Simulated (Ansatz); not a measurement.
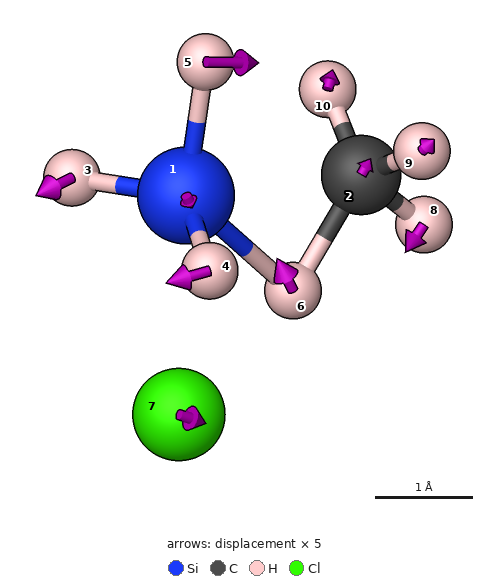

This is a constrained relaxation of CH$_{7}$ClSi. The starting structure is drawn; purple arrows show the displacements, 5 times their true length. The two geometries are superimposed by the best rigid fit.

Style: ball-and-stick. Shown at a tilt.

The reaction that was planned forms Si1–Cl7, C2–H6 and breaks Si1–C2, H6–Cl7 (atoms numbered from 1 in input order).

Method: RKS PBE0-D4/def2-SVP (Ansatz 0.2.0).

Input file:
```yaml
crystal:
  periodic: [false, false, false]
  atoms:
    - {symbol: Si, position_ang: [-0.354200, 0.697400, -0.735900]}
    - {symbol: C, position_ang: [0.417600, -0.987300, 0.408300]}
    - {symbol: H, position_ang: [-1.798200, 0.783200, -0.618500]}
    - {symbol: H, position_ang: [0.672600, 1.700700, -0.951200]}
    - {symbol: H, position_ang: [-0.220000, -0.114000, -1.977900]}
    - {symbol: H, position_ang: [0.092100, 0.192000, 1.068700]}
    - {symbol: Cl, position_ang: [-0.469100, 1.798300, 1.499100]}
    - {symbol: H, position_ang: [0.668400, -1.325000, 1.419400]}
    - {symbol: H, position_ang: [1.328700, -1.073900, -0.164500]}
    - {symbol: H, position_ang: [-0.337800, -1.671400, 0.052400]}
basis:
  gaussian: {orbitals: def2-SVP}
hamiltonian: {xc: pbe0, dispersion: d4}
relax: {f_tol: 0.08, max_steps: 120, escape_saddle: false, constraints: [{distance: [0, 6]}, {distance: [1, 5]}, {distance: [0, 1]}, {distance: [5, 6]}]}
```

### What happened in the run?

H5 moves most after the best rigid fit: 0.14 Å. Largest moves by element: H 0.14 Å, Cl 0.07 Å, C 0.04 Å, Si 0.04 Å. Near-neighbour distances that change, for instance: Si1–H6 1.926 → 1.812 Å, Si1–H3 1.451 → 1.481 Å, Si1–H5 1.490 → 1.511 Å, C2–H10 1.079 → 1.098 Å. Among the angles between lasting bonds that change: H3–Si1–H4 132.4° → 124.4°, H6–C2–H8 82.9° → 80.0°, H8–C2–H9 105.8° → 108.4°. The optimiser took 4 steps. The run took roughly 18 core-seconds on a shared host.
